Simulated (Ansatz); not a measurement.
# doublet C2H7NSi+ at 6 levels

Wanted: a comparison of 6 runs (UHF/STO-3G, U-r2SCAN/cc-pVDZ, U-revPBE/cc-pVDZ, UCAM-B3LYP/cc-pVDZ, USVWN5/cc-pVDZ, RPA@PBE0/cc-pVDZ) of doublet C2H7NSi+. 

The calculation is run with Ansatz 0.2.0.

62 further runs of the same task are left out: 62 set aside as unsound or not needed.

### 1 Starting point

The species is C2H7NSi+ (11 atoms), meant as a doublet with charge +1. As SMILES of the parent species, `C=C[SiH2]N`. The shape is that of a PBE0-D4/def2-TZVP optimisation. That shape belongs to the parent species and isn't relaxed for this state.

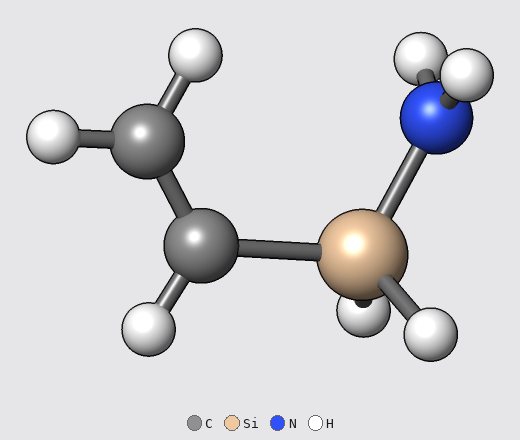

Viewed from a chosen angle; carbon grey, silicon light orange, nitrogen blue, hydrogen white.

### 2 A single-point energy at UHF/STO-3G (run 1)

input.yaml

```yaml
crystal:
  periodic: [false, false, false]
  atoms:
    - {symbol: C, position_ang: [-0.676100, 1.337000, -0.945000]}
    - {symbol: C, position_ang: [0.089300, 1.208600, 0.135100]}
    - {symbol: Si, position_ang: [0.596500, -0.444500, 0.832600]}
    - {symbol: "N", position_ang: [0.002900, -1.803700, -0.028600]}
    - {symbol: H, position_ang: [-0.967100, 2.304600, -1.344700]}
    - {symbol: H, position_ang: [-1.046800, 0.465600, -1.479100]}
    - {symbol: H, position_ang: [0.433000, 2.116700, 0.631600]}
    - {symbol: H, position_ang: [0.099500, -0.536600, 2.232600]}
    - {symbol: H, position_ang: [2.083200, -0.516700, 0.836000]}
    - {symbol: H, position_ang: [0.404900, -2.086000, -0.906300]}
    - {symbol: H, position_ang: [-0.953800, -2.102100, 0.056300]}
basis:
  gaussian:
    orbitals: STO-3G
total_charge: 1
magnetization:
  spin_polarized: true
  initial_magnetization: 1
hamiltonian:
  xc: hf
accuracy: high
output: {orbitals: {seedname: orbitals}}
```

Started as:

```console
$ ansatz run input.yaml --threads 1 --pin off --max-ram 3480MiB --events-out events.jsonl --progress --plain --runs-dir runs
```

Standard output:

```text
Warning: RAYON_NUM_THREADS=1 ignored (pool sized by the plan → 1); use --threads N
Functional definition: HF
  name "HF"
  exchange = exact_x
  correlation = 0
640 factors; integrals over basis functions are off by at most 8.8e-9 eV
mean field evaluation 1: about -11370.1213 eV, gradient 1.7e1 eV
mean field evaluation 2: about -11370.2106 eV, gradient 1.7e1 eV
mean field evaluation 4: about -11372.4801 eV, gradient 1.7e0 eV
mean field evaluation 8: about -11372.5642 eV, gradient 1.6e-3 eV
mean field evaluation 16: about -11371.7595 eV, gradient 5.0e0 eV
mean field evaluation 32: about -11373.9423 eV, gradient 1.0e-1 eV
mean field evaluation 64: about -11373.8773 eV, gradient 4.2e-1 eV
mean field evaluation 96: about -11373.9806 eV, gradient 8.8e-1 eV
mean field -11374.00116912 eV, -417.9868333904 hartree, gradient 2.0e-8 eV, S^2 1.053064; 3 other end points of the search recorded, 0 dependent functions left out
reference -11374.00116912 eV, -417.9868333904 hartree; 20, 19 occupied and 11, 12 virtual orbitals, 640 factors
Total energy: -11374.00116912 eV, -417.9868333904 hartree
```

It took 0.85 s on 1 thread of Arm Neoverse V2, shared host.

### 3 A single-point energy at U-r2SCAN/cc-pVDZ (run 2)

input.yaml, as its differences from that of step 2:

```diff
@@ -16,3 +16,3 @@
   gaussian:
-    orbitals: STO-3G
+    orbitals: cc-pVDZ
 total_charge: 1
@@ -22,3 +22,3 @@
 hamiltonian:
-  xc: hf
+  xc: r2scan
 accuracy: high
```

Started as:

```console
$ ansatz run input.yaml --threads 1 --pin off --max-ram 3480MiB --events-out events.jsonl --progress --plain --runs-dir runs
```

Standard output:

```text
Warning: RAYON_NUM_THREADS=1 ignored (pool sized by the plan → 1); use --threads N
Functional definition: r2SCAN
  name "r2SCAN"
  parameter k0 = 0.174
  parameter k1 = 0.065
  parameter a1 = 4.9479
  exchange = r2scan_x(k0 = k0, k1 = k1, a1 = a1)
  correlation = r2scan_c
2292 factors; integrals over basis functions are off by at most 3.8e-9 eV
mean field evaluation 1: about -11522.6086 eV, gradient 6.4e1 eV
mean field evaluation 2: about -11461.5646 eV, gradient 1.1e2 eV
mean field evaluation 4: about -11537.3764 eV, gradient 3.3e1 eV
mean field evaluation 8: about -11543.1551 eV, gradient 7.0e0 eV
mean field evaluation 16: about -11543.3898 eV, gradient 4.0e0 eV
mean field evaluation 32: about -11543.5083 eV, gradient 6.6e-2 eV
mean field -11543.50941298 eV, -424.2161464554 hartree, gradient 1.3e-8 eV, S^2 0.758456; 4 other end points of the search recorded, 0 dependent functions left out
reference -11543.50941525 eV, -424.2161465386 hartree; 20, 19 occupied and 75, 76 virtual orbitals, 2292 factors
Total energy: -11543.50941525 eV, -424.2161465386 hartree
```

Run time: 49 s. Hardware: 1 thread of Arm Neoverse V2, shared host; peak memory 0.49 GiB.

Run 3 isn't shown in full; the table further down has it.

### 4 The energy at UCAM-B3LYP/cc-pVDZ (run 4)

run.yaml

```yaml
basis:
  gaussian:
    orbitals: cc-pVDZ
crystal:
  periodic: [false, false, false]
  atoms:
    - {symbol: C, position_ang: [-0.676100, 1.337000, -0.945000]}
    - {symbol: C, position_ang: [0.089300, 1.208600, 0.135100]}
    - {symbol: Si, position_ang: [0.596500, -0.444500, 0.832600]}
    - {symbol: "N", position_ang: [0.002900, -1.803700, -0.028600]}
    - {symbol: H, position_ang: [-0.967100, 2.304600, -1.344700]}
    - {symbol: H, position_ang: [-1.046800, 0.465600, -1.479100]}
    - {symbol: H, position_ang: [0.433000, 2.116700, 0.631600]}
    - {symbol: H, position_ang: [0.099500, -0.536600, 2.232600]}
    - {symbol: H, position_ang: [2.083200, -0.516700, 0.836000]}
    - {symbol: H, position_ang: [0.404900, -2.086000, -0.906300]}
    - {symbol: H, position_ang: [-0.953800, -2.102100, 0.056300]}
total_charge: 1
magnetization:
  spin_polarized: true
  initial_magnetization: 1
hamiltonian:
  xc: {name: CAM-B3LYP}
accuracy: high
output:
  orbitals: {seedname: orbitals}
```

Started as:

```console
$ ansatz run run.yaml --threads 1 --pin off --max-ram 3480MiB --events-out events.jsonl --progress --plain --runs-dir runs
```

Standard output:

```text
Warning: RAYON_NUM_THREADS=1 ignored (pool sized by the plan → 1); use --threads N
Functional definition: CAM-B3LYP
  name "CAM-B3LYP"
  parameter alpha = 0.19
  parameter beta = 0.46
  parameter omega = 0.33/bohr
  parameter ac = 0.81
  exchange = (1 - alpha - beta)*b88_x + beta*b88_x_sr(omega) + alpha*exact_x + beta*exact_x_lr(omega)
  correlation = (1 - ac)*vwn5_c + ac*lyp_c
2292 factors; integrals over basis functions are off by at most 3.8e-9 eV
464 factors; integrals over basis functions are off by at most 2.3e-9 eV
mean field evaluation 1: about -11529.7494 eV, gradient 5.4e1 eV
mean field evaluation 2: about -11519.9245 eV, gradient 6.9e1 eV
mean field evaluation 4: about -11543.2285 eV, gradient 4.4e0 eV
mean field evaluation 8: about -11543.7211 eV, gradient 7.8e-1 eV
mean field evaluation 16: about -11544.0534 eV, gradient 5.2e-1 eV
mean field evaluation 32: about -11544.1424 eV, gradient 2.8e-8 eV
mean field -11544.14240012 eV, -424.2394083036 hartree, gradient 2.8e-8 eV, S^2 0.761227; 2 other end points of the search recorded, 0 dependent functions left out
reference -11544.14242050 eV, -424.2394090526 hartree; 20, 19 occupied and 75, 76 virtual orbitals, 2292 factors
Total energy: -11544.14242050 eV, -424.2394090526 hartree
```

Run time: 28 s. Hardware: 1 thread of Arm Neoverse V2, shared host; peak memory 0.53 GiB.

Run 5 isn't shown in full; the table further down has it.

### 5 A single-point energy at RPA@PBE0/cc-pVDZ (run 6)

molecule.yaml

```yaml
crystal:
  periodic: [false, false, false]
  atoms:
    - {symbol: C, position_ang: [-0.676100, 1.337000, -0.945000]}
    - {symbol: C, position_ang: [0.089300, 1.208600, 0.135100]}
    - {symbol: Si, position_ang: [0.596500, -0.444500, 0.832600]}
    - {symbol: "N", position_ang: [0.002900, -1.803700, -0.028600]}
    - {symbol: H, position_ang: [-0.967100, 2.304600, -1.344700]}
    - {symbol: H, position_ang: [-1.046800, 0.465600, -1.479100]}
    - {symbol: H, position_ang: [0.433000, 2.116700, 0.631600]}
    - {symbol: H, position_ang: [0.099500, -0.536600, 2.232600]}
    - {symbol: H, position_ang: [2.083200, -0.516700, 0.836000]}
    - {symbol: H, position_ang: [0.404900, -2.086000, -0.906300]}
    - {symbol: H, position_ang: [-0.953800, -2.102100, 0.056300]}
basis:
  gaussian:
    orbitals: cc-pVDZ
total_charge: 1
magnetization:
  spin_polarized: true
  initial_magnetization: 1
hamiltonian:
  xc: pbe0
correlation:
  method: rpa
  frozen_orbitals: {C: 1, H: 0, "N": 1, Si: 5}
accuracy: high
```

Started as:

```console
$ ansatz run molecule.yaml --threads 1 --pin off --max-ram 3480MiB --events-out events.jsonl --progress --plain --runs-dir runs
```

Standard output:

```text
Warning: RAYON_NUM_THREADS=1 ignored (pool sized by the plan → 1); use --threads N
Functional definition: PBE0
  name "PBE0"
  parameter a = 0.25
  parameter kappa = 0.804
  parameter beta = 0.06672455060314922
  exchange = (1 - a)*pbe_x(kappa = kappa, mu = beta*pi^2/3) + a*exact_x
  correlation = pbe_c(beta = beta)
2292 factors; integrals over basis functions are off by at most 3.8e-9 eV
mean field evaluation 1: about -11521.3108 eV, gradient 5.8e1 eV
mean field evaluation 2: about -11521.5831 eV, gradient 5.8e1 eV
mean field evaluation 4: about -11535.0076 eV, gradient 2.3e1 eV
mean field evaluation 8: about -11538.4954 eV, gradient 1.4e0 eV
mean field evaluation 16: about -11538.5324 eV, gradient 1.4e-2 eV
mean field evaluation 32: about -11538.5334 eV, gradient 1.4e-3 eV
mean field evaluation 64: about -11538.5324 eV, gradient 1.6e-7 eV
mean field evaluation 96: about -11510.9467 eV, gradient 5.3e1 eV
mean field evaluation 128: about -11538.5320 eV, gradient 4.4e-2 eV
mean field -11538.53338953 eV, -424.0332809662 hartree, gradient 2.5e-8 eV, S^2 0.759715; 5 other end points of the search recorded, 0 dependent functions left out
8 core orbitals not correlated: weight in the atoms' cores, before any rotation towards them, 1.000 or more for the frozen orbitals, at most 0.000 for the correlated occupied ones
reference -11506.25570670 eV, -422.8470980010 hartree; 12, 11 occupied and 75, 76 virtual orbitals, 2292 factors
Total energy: -11528.33968608 eV, -423.6586692741 hartree
```

Run time: 79 s. Hardware: 1 thread of Arm Neoverse V2, shared host; peak memory 0.61 GiB.

### 6 The series

| run | level | frozen core orbitals | energy (Eh) | HOMO energy (eV) | LUMO energy (eV) | ⟨S²⟩ | wall time |
| --- | --- | --- | --- | --- | --- | --- | --- |
| 1 | UHF/STO-3G | – | -417.986833 | -14.16 | -3.44 | 1.053 | 0.85 s |
| 2 | U-r2SCAN/cc-pVDZ | – | -424.216147 | -12.27 | -12.06 | 0.758 | 49 s |
| 3 | U-revPBE/cc-pVDZ | – | -424.227646 | -12.09 | -12.05 | 0.754 | 25 s |
| 4 | UCAM-B3LYP/cc-pVDZ | – | -424.239409 | -14.24 | -10.49 | 0.761 | 28 s |
| 5 | USVWN5/cc-pVDZ | – | -421.940153 | -12.25 | – | 0.752 | 13 s |
| 6 | RPA@PBE0/cc-pVDZ | 8 | -423.658669 | – | – | 0.760 | 79 s |

### 7 Results

| quantity | value |
| --- | --- |
| run 6: total energy | -423.65867 Eh |
| run 6: RPA correlation energy (valence) | -811.6 mEh |
| run 6: ⟨S²⟩ of the reference determinant | 0.760 |

In words: Totals of different functionals can't be ranked against each other. In run 1 the basis is minimal, so the values are rough. Spin contamination of the reference: run 1 ⟨S²⟩ = 1.05. All runs together took 3.2 min, the longest 79 s.
